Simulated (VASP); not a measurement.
Band structure of RhC (space group Fm-3m). All values below come from PBE GGA, VASP's PBE PAW potentials (set 64) (plane waves; VASP 6.6.1).

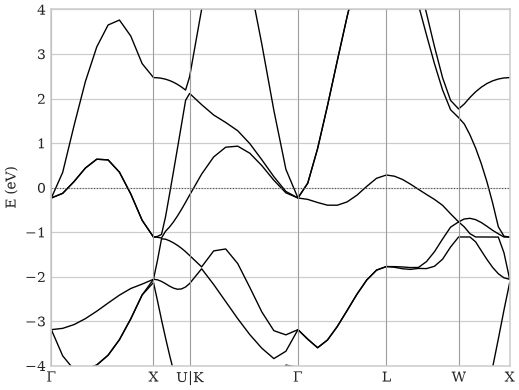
Bands along high-symmetry lines, zero at the valence-band maximum or, without a gap, the Fermi level

Question: Read the plot: is there a gap, and where are the band edges?

Answer: It has no gap at this level: it comes out as a metal or semimetal.

The structure was generated: RhC was put into an ordered model structure, which need not be its known phase. The cell was not relaxed at this level. The electron count is odd and the run is not spin-polarised, which forces a metal.
